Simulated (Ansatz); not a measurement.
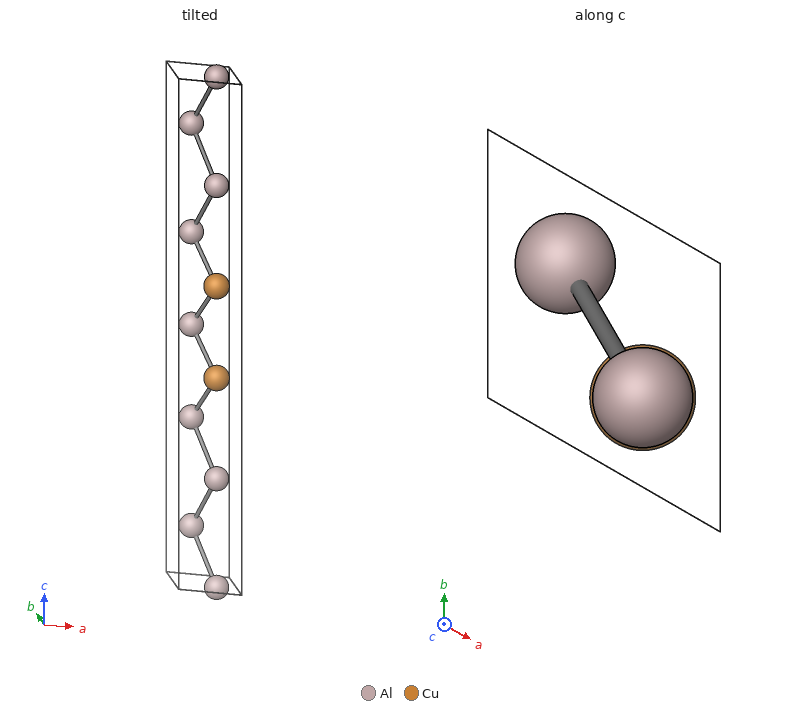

View slightly off an axis and along the c axis, drawn as a ball-and-stick model. Atoms at the boundary of the conventional unit cell (the box) are drawn once for each face, edge or corner they touch.

Al4Cu, space group P-6m2 (No. 187), a = 2.824 Å, b = 2.824 Å, c = 22.431 Å, α = 90.00°, β = 90.00°, γ = 120.00°. Provenance: a structure type filled with these elements by a generator (whether the compound takes this form wasn't checked). Earlier steps of the study, as a rule a relaxation of our own, may have changed the cell and positions, so they can lie some per cent off the listed ones. It went into a calculation with Ansatz.

This one geometry was computed with Ansatz (DFT, plane waves, PAW) at three levels of theory: LDA, PBE and r2SCAN.

Which level gives the highest pressure at this volume, and what does that say about its equilibrium volume?

Answer. Highest: PBE (0.0 GPa), which points to the largest equilibrium volume. Lowest, with the smallest volume: LDA (-4.8 GPa). Levels within 0.5 GPa of each other can't be told apart.

How does the band gap change with the level of theory?

Answer. All levels give a metal.

Collect the results in a table.

Answer.
| level | cutoff (eV) | k-mesh of the run's cell | gap (eV) | pressure (GPa) |
| --- | --- | --- | --- | --- |
| LDA | 420 | 18×18×2 | metal | -4.8 |
| PBE | 420 | 18×18×2 | metal | 0.0 |
| r2SCAN | 500 | 18×18×2 | metal | -3.4 |

Gaps are taken on the k-mesh or band path of each run.
